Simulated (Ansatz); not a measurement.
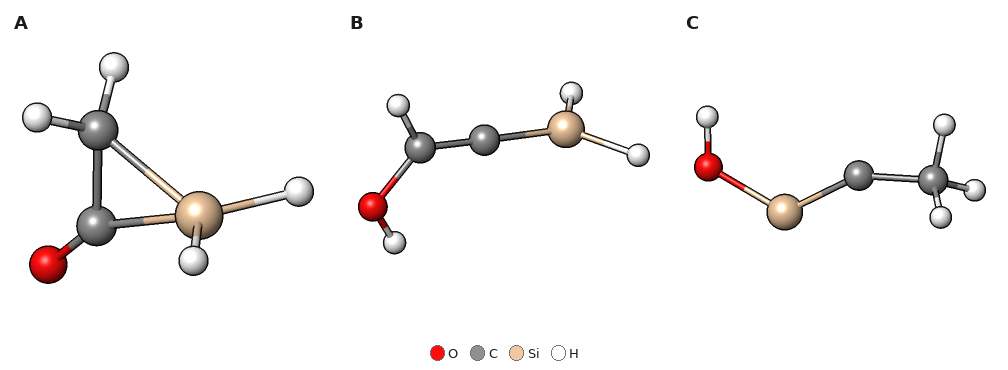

The picture comes from a calculation with Ansatz.

```xyz
8
charge 0, multiplicity 1
C     0.7402    1.2912   -0.1239
C     0.0595    0.0196   -0.0146
Si    0.0297   -1.6604   -0.0872
O    -1.3083   -2.5764    0.2047
H     1.0976    1.5391   -1.1290
H    -0.0413    2.0353    0.1091
H     1.5351    1.4543    0.6117
H    -2.1125   -2.1026    0.4292
```

Which picture belongs to the input above?

C. The file holds C2H4OSi, `CC#[Si]O`.
